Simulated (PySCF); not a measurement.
# C₅H₁₁F: excited states, first hyperpolarisability

Aim: compute the excited states, first hyperpolarisability of C₅H₁₁F (`CCCCCF`).

Computed with PySCF 2.14.0 and routines of our own; the level stands in each step. Atoms count from 0.

## Step 1: The starting structure

17 atoms, charge 0, multiplicity 1; geometry from: GFN2-xTB.

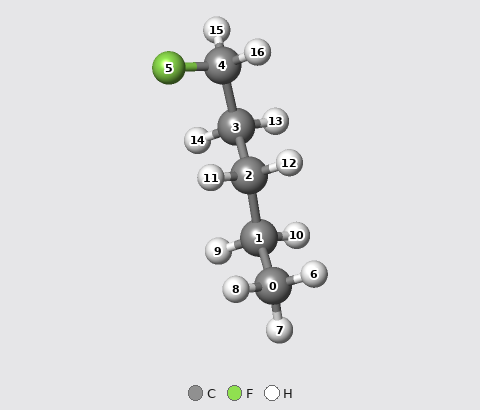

The starting geometry (carbon grey, fluorine green, hydrogen white).

## Step 2: Optimising the geometry at PBE0-D3(BJ)/def2-SVP

What the job is given:

```
{"job": {"xc": "PBE0", "basis": "def2-SVP", "d3": "d3bj", "grid": 2, "kind": "geom"}, "charge": 0, "multiplicity": 1}
C      2.537112     0.161135    -0.164490
C      1.255567    -0.339436     0.490501
C      0.013510     0.144847    -0.252970
C     -1.276136    -0.376272     0.379677
C     -2.513096     0.180382    -0.310063
F     -2.606402     1.538379    -0.111931
H      2.609594    -0.200554    -1.187906
H      3.408327    -0.186043     0.385838
H      2.555778     1.248298    -0.184383
H      1.217188     0.010457     1.524293
H      1.261498    -1.431815     0.511497
H     -0.006704     1.236438    -0.250898
H      0.064566    -0.186250    -1.293137
H     -1.313424    -1.465494     0.317202
H     -1.307571    -0.094003     1.434062
H     -3.432082    -0.255032     0.096477
H     -2.474723     0.026993    -1.393678
```

Started as:

```sh
> OMP_NUM_THREADS=1 python excited_run.py task.json out
```

One launch serves the whole session: the jobs run in the order shown.

Standard output:

```text
step   0  E = -296.45036711  max force = 0.017222
step   1  E = -296.45231422  max force = 0.003188
step   2  E = -296.45236092  max force = 0.000571
step   3  E = -296.45236729  max force = 0.000171
optimisation converged
```

Run time: 22 s. Hardware: 1 thread of Intel Xeon 6975P-C, shared host; peak memory 0.69 GiB.

The steps of the relaxation:

```tsv
step	energy from step 0 (eV)	largest force component (eV/Å)
0	0.0000	0.8856
1	-0.0530	0.1639
2	-0.0543	0.0294
3	-0.0544	0.0088
```

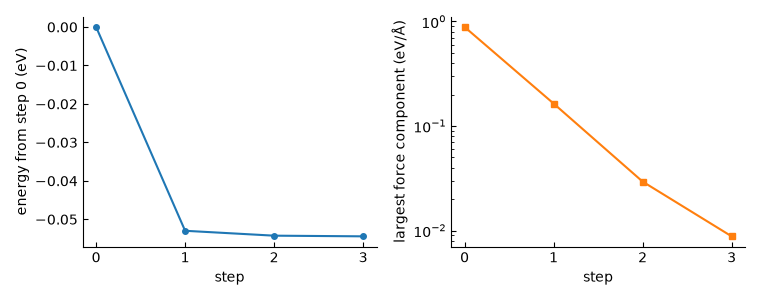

Energy and force, step by step.

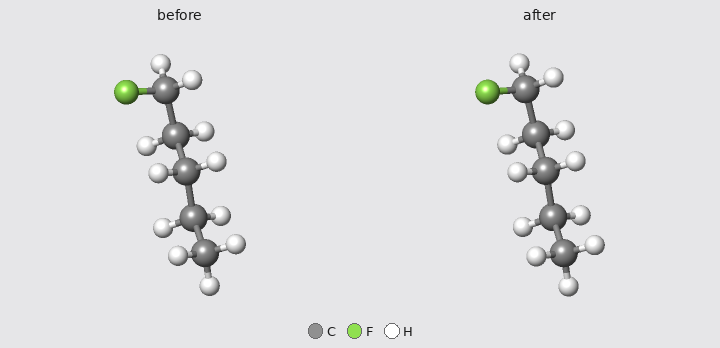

Before and after, at one scale.

Distances of close pairs at the start and the end, largest changes first:

```tsv
bond	before (Å)	after (Å)	change (Å)
C0–H8	1.088	1.102	+0.014
C0–H6	1.088	1.102	+0.014
C0–H7	1.087	1.100	+0.013
C2–H12	1.093	1.106	+0.013
C3–H13	1.092	1.104	+0.013
C1–H9	1.092	1.104	+0.012
C1–H10	1.093	1.105	+0.012
C3–C4	1.522	1.510	-0.012
```

The final coordinates are the input of the step that follows.

```tsv
at the end point	value
point group (found at 0.08 Å tolerance)	C1
rotational constants (GHz, main isotopes)	9.179, 1.361, 1.267
dipole moment (D)	1.67
```

## Step 3: Excited states: TDA wB97X-D/def2-TZVPD

What the job is given:

```
{"job": {"kind": "states", "xc": "wB97X-D", "basis": "def2-TZVPD", "tda": true, "soc": true, "nstates": 6, "ntriplets": 5, "nquad": 4}, "charge": 0, "multiplicity": 1}
C      2.500256     0.172861    -0.169567
C      1.208008    -0.334299     0.449924
C     -0.038111     0.145112    -0.280693
C     -1.335238    -0.379901     0.316387
C     -2.571180     0.173727    -0.350965
F     -2.619783     1.542086    -0.211390
H      2.604821    -0.168463    -1.212045
H      3.383335    -0.178433     0.385253
H      2.530263     1.274181    -0.181438
H      1.151958    -0.014958     1.505567
H      1.214899    -1.438715     0.473818
H     -0.070145     1.247719    -0.276361
H      0.021937    -0.151070    -1.344193
H     -1.372433    -1.481444     0.249208
H     -1.378191    -0.134678     1.391852
H     -3.487179    -0.251318     0.094351
H     -2.573403    -0.058491    -1.431213
```

Method: TDA wB97X-D/def2-TZVPD excited states, vertical, gas phase, spin-orbit mean-field couplings.

Standard output:

```text
coarse grid: 13336 points
cycle   1  E = -296.9811740407  dE =  5.470e-01  |g| = 5.352e-01  |ddm| = 3.849e+00
cycle   2  E = -296.9808722213  dE =  3.018e-04  |g| = 6.112e-01  |ddm| = 1.834e+00
cycle   3  E = -297.0342289383  dE = -5.336e-02  |g| = 4.594e-02  |ddm| = 4.056e-01
cycle   4  E = -297.0345603927  dE = -3.315e-04  |g| = 2.165e-02  |ddm| = 1.266e-01
cycle   5  E = -297.0346640629  dE = -1.037e-04  |g| = 3.831e-03  |ddm| = 7.137e-02
cycle   6  E = -297.0346676029  dE = -3.540e-06  |g| = 7.153e-04  |ddm| = 1.135e-02
final grid: 126736 points
cycle   7  E = -297.0255702462  dE = -2.616e-04  |g| = 9.153e-03  |ddm| = 7.940e-01
cycle   8  E = -297.0255710137  dE = -7.675e-07  |g| = 9.722e-03  |ddm| = 8.839e-02
cycle   9  E = -297.0255838585  dE = -1.284e-05  |g| = 7.751e-04  |ddm| = 1.082e-02
cycle  10  E = -297.0255839622  dE = -1.038e-07  |g| = 3.907e-04  |ddm| = 8.805e-03
cycle  11  E = -297.0255839993  dE = -3.707e-08  |g| = 4.905e-05  |ddm| = 1.275e-03
cycle  12  E = -297.0255840003  dE = -9.827e-10  |g| = 1.550e-05  |ddm| = 4.187e-04
converged SCF energy = -297.0255840003

Singlet excitations
state   eV       nm        f     d(h-e)  d(exc)  Lambda  PR(NTO)  |dmu|/D   mu/D   main configurations
  1   8.7378   141.9   0.00334   0.450   3.448   0.315   1.211    1.989    0.598   H-1->L 0.45, H->L 0.32
  2   8.7990   140.9   0.01878   0.735   3.509   0.308   1.374    3.321    2.760   H->L 0.36, H-1->L 0.23, H-2->L 0.12
  3   8.9433   138.6   0.00951   0.538   3.500   0.326   1.584    2.077    1.294   H-2->L 0.45, H->L 0.16
  4   9.1591   135.4   0.00396   0.334   3.553   0.295   1.861    1.213    0.773   H->L+1 0.35, H-3->L 0.22, H-2->L+1 0.14
  5   9.2757   133.7   0.00248   0.523   3.476   0.308   2.496                     H-4->L 0.26, H-1->L+1 0.16, H-1->L+2 0.09
  6   9.3263   132.9   0.01338   0.408   3.668   0.304   2.092                     H->L+1 0.23, H-3->L 0.16, H-2->L 0.13

Triplet excitations (Tamm-Dancoff)
state   eV     d(h-e)  d(exc)  Lambda  PR(NTO)   main configurations
  1   8.6064   0.471   3.349   0.312   1.376   H-1->L 0.38, H->L 0.34
  2   8.6440   0.779   3.357   0.312   1.507   H-1->L 0.23, H->L 0.23, H-2->L 0.15
  3   8.7469   0.573   3.404   0.330   1.472   H-2->L 0.46, H->L 0.19, H-1->L 0.09
  4   8.9567   0.333   3.394   0.304   2.033   H->L+1 0.29, H-3->L 0.26, H-2->L+1 0.12
  5   9.0675   0.568   3.491   0.307   1.520   H-3->L 0.18, H->L+1 0.18, H-2->L 0.10
S1 - T1 = 0.1314 eV

Spin-orbit couplings |<S|Hso|T>| (cm-1)
             T1       T2       T3       T4       T5
S0        6.716    7.127    3.434    3.208    4.833
S1        0.548    6.817   14.066   10.650    5.977
S2        6.945    2.346   29.776   20.208    4.151
S3       16.139   28.454    5.068   14.120    4.628
S4       13.028   22.902   11.041    2.899   18.287
S5        5.847    5.915    5.874   12.695    3.811
S6        6.276    8.655    4.769   10.438    1.012
T1 sublevels (cm-1): 0.000 0.065 0.196   radiative rates (1/s): 52.2 1.08e+03 812
```

It took 50 s on 1 thread of Intel Xeon 6975P-C, shared host; peak memory 1.3 GiB.

From this job:

```tsv
quantity	value
S1 less T1	0.13 eV
```

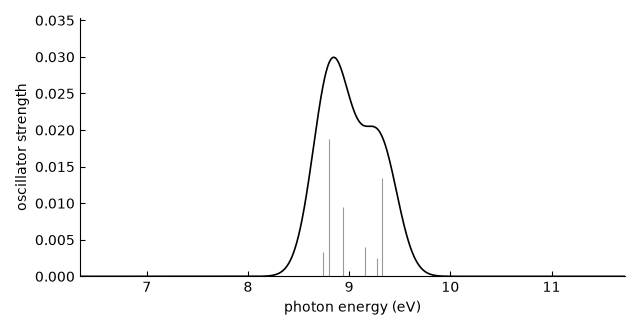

Absorption lines of the singlets. Lines are broadened to a width of 0.40 eV (Gaussian).

## Step 4: Excited states: TDDFT CAM-B3LYP/def2-TZVPD

Settings changed since step 3:

```diff
@@ -1,2 +1,2 @@
-{"job": {"kind": "states", "xc": "wB97X-D", "basis": "def2-TZVPD", "tda": true, "soc": true, "nstates": 6, "ntriplets": 5, "nquad": 4}, "charge": 0, "multiplicity": 1}
+{"job": {"kind": "states", "xc": "CAM-B3LYP", "basis": "def2-TZVPD", "tpa": true, "nstates": 8, "nquad": 6, "ntriplets": 0}, "charge": 0, "multiplicity": 1}
 C      2.500256     0.172861    -0.169567
```

Method: TDDFT CAM-B3LYP/def2-TZVPD excited states, vertical, gas phase, two-photon moments by quadratic response.

Standard output:

```text
coarse grid: 13336 points
cycle   1  E = -296.9243535072  dE =  4.979e-01  |g| = 5.497e-01  |ddm| = 3.517e+00
cycle   2  E = -296.9121202918  dE =  1.223e-02  |g| = 6.776e-01  |ddm| = 1.531e+00
cycle   3  E = -296.9806813003  dE = -6.856e-02  |g| = 5.767e-02  |ddm| = 4.861e-01
cycle   4  E = -296.9811209055  dE = -4.396e-04  |g| = 2.878e-02  |ddm| = 1.025e-01
cycle   5  E = -296.9813006535  dE = -1.797e-04  |g| = 4.221e-03  |ddm| = 5.382e-02
cycle   6  E = -296.9813044586  dE = -3.805e-06  |g| = 8.799e-04  |ddm| = 9.468e-03
final grid: 126736 points
cycle   7  E = -296.9770681346  dE = -6.243e-05  |g| = 5.323e-03  |ddm| = 2.851e-01
cycle   8  E = -296.9770683052  dE = -1.706e-07  |g| = 5.551e-03  |ddm| = 2.231e-02
cycle   9  E = -296.9770741774  dE = -5.872e-06  |g| = 6.515e-04  |ddm| = 6.986e-03
cycle  10  E = -296.9770742248  dE = -4.737e-08  |g| = 2.995e-04  |ddm| = 1.348e-03
cycle  11  E = -296.9770742409  dE = -1.617e-08  |g| = 3.365e-05  |ddm| = 5.548e-04
cycle  12  E = -296.9770742412  dE = -2.849e-10  |g| = 1.301e-05  |ddm| = 9.104e-05
converged SCF energy = -296.9770742412

Singlet excitations
state   eV       nm        f     d(h-e)  d(exc)  Lambda  PR(NTO)  |dmu|/D   mu/D   delta(TPA)   sigma/GM   main configurations
  1   8.5238   145.5   0.00826   0.528   3.577   0.311   1.320    2.060    0.751       18.92      0.504   H->L 0.66, H-1->L 0.16
  2   8.5830   144.5   0.01119   0.536   3.515   0.339   1.508    2.158    1.038       44.15      1.191   H-1->L 0.56, H->L 0.14
  3   8.7260   142.1   0.00677   0.576   3.493   0.347   1.600    2.262    1.563       85.74      2.392   H-2->L 0.53, H-2->L+1 0.08
  4   8.9272   138.9   0.00365   0.352   3.639   0.307   1.767    1.270    0.962       60.49      1.766   H->L+1 0.43, H-3->L 0.18, H-2->L+1 0.15
  5   9.0554   136.9   0.00131   0.516   3.568   0.323   2.327    2.039    0.282       82.19      2.469   H-4->L 0.16, H-1->L+1 0.12, H-2->L 0.12
  6   9.0883   136.4   0.00936   0.359   3.662   0.316   2.480    1.431    0.936      137.32      4.155   H-3->L 0.16, H-1->L+1 0.15, H->L+1 0.11
  7   9.1144   136.0   0.04485   0.281   3.824   0.274   1.599                                            H->L+2 0.55, H-1->L+1 0.17
  8   9.1917   134.9   0.06755   0.223   3.782   0.302   1.203                                            H-1->L+2 0.69, H-1->L+1 0.11
```

Wall time 65 s (1 thread of Intel Xeon 6975P-C, shared host); peak memory 1.3 GiB.

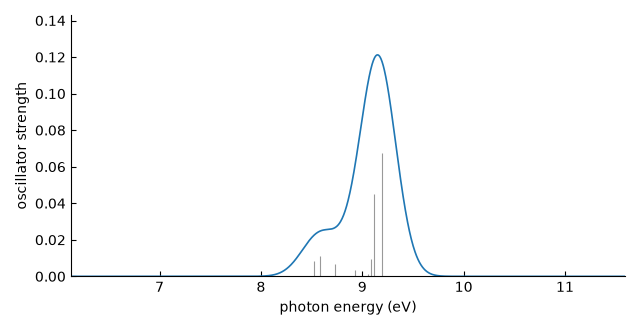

Absorption lines of the singlets. Lines are broadened to a width of 0.40 eV (Gaussian).

## Step 5: First hyperpolarisability: quadratic response CAM-B3LYP/def2-TZVPD

Settings changed since step 4:

```diff
@@ -1,2 +1,2 @@
-{"job": {"kind": "states", "xc": "CAM-B3LYP", "basis": "def2-TZVPD", "tpa": true, "nstates": 8, "nquad": 6, "ntriplets": 0}, "charge": 0, "multiplicity": 1}
+{"job": {"kind": "beta", "xc": "CAM-B3LYP", "basis": "def2-TZVPD"}, "charge": 0, "multiplicity": 1}
 C      2.500256     0.172861    -0.169567
```

Method: quadratic response CAM-B3LYP/def2-TZVPD first hyperpolarisability, Taylor convention, gas phase.

Standard output:

```text
coarse grid: 13336 points
cycle   1  E = -296.9243535072  dE =  4.979e-01  |g| = 5.497e-01  |ddm| = 3.517e+00
cycle   2  E = -296.9121202918  dE =  1.223e-02  |g| = 6.776e-01  |ddm| = 1.531e+00
cycle   3  E = -296.9806813003  dE = -6.856e-02  |g| = 5.767e-02  |ddm| = 4.861e-01
cycle   4  E = -296.9811209055  dE = -4.396e-04  |g| = 2.878e-02  |ddm| = 1.025e-01
cycle   5  E = -296.9813006535  dE = -1.797e-04  |g| = 4.221e-03  |ddm| = 5.382e-02
cycle   6  E = -296.9813044586  dE = -3.805e-06  |g| = 8.799e-04  |ddm| = 9.468e-03
final grid: 126736 points
cycle   7  E = -296.9770681346  dE = -6.243e-05  |g| = 5.323e-03  |ddm| = 2.851e-01
cycle   8  E = -296.9770683052  dE = -1.706e-07  |g| = 5.551e-03  |ddm| = 2.231e-02
cycle   9  E = -296.9770741774  dE = -5.872e-06  |g| = 6.515e-04  |ddm| = 6.986e-03
cycle  10  E = -296.9770742248  dE = -4.737e-08  |g| = 2.995e-04  |ddm| = 1.348e-03
cycle  11  E = -296.9770742409  dE = -1.617e-08  |g| = 3.365e-05  |ddm| = 5.548e-04
cycle  12  E = -296.9770742412  dE = -2.850e-10  |g| = 1.301e-05  |ddm| = 9.104e-05
converged SCF energy = -296.9770742412

Lowest singlets (eV, f): 8.5238 0.0083  8.5830 0.0112  8.7260 0.0068

First hyperpolarisability (au)
process     nm      |vector|   parallel      HRS      DR
static         -       84.40     -49.78      31.43   7.962
shg       1907.0       86.42     -50.97       32.2   7.932
eope      1907.0       85.06     -50.17          -       -
shg       1064.0       91.19     -53.77       34.0   7.865
eope      1064.0       86.56     -51.05          -       -
```

Run time: 49 s. Hardware: 1 thread of Intel Xeon 6975P-C, shared host; peak memory 1.2 GiB.

## Step 6: What came out

```
                                                  quantity                                             value
                                               point group                                                C1
                      rotational constants (main isotopes)                              9.18, 1.36, 1.27 GHz
               S1 less T1 (step 3, TDA wB97X-D/def2-TZVPD)                                           0.13 eV
β vector (step 5, quadratic response CAM-B3LYP/def2-TZVPD)  static 84, SHG 1907.0 nm 86, SHG 1064.0 nm 91 au
```

**Reading.** Over 3 steps the energy fell by 0.054 eV; of the close pairs, C0–H8 changed most, 1.088 to 1.102 Å. In step 3, the number of triplets below S1 is 2, and the largest singlet-triplet spin-orbit coupling is S2–T3, 29.78 cm⁻¹. β grows from 84 au (static) to 91 au for doubling at 1064.0 nm: normal dispersion, which grows as twice the photon energy moves toward the bright states.
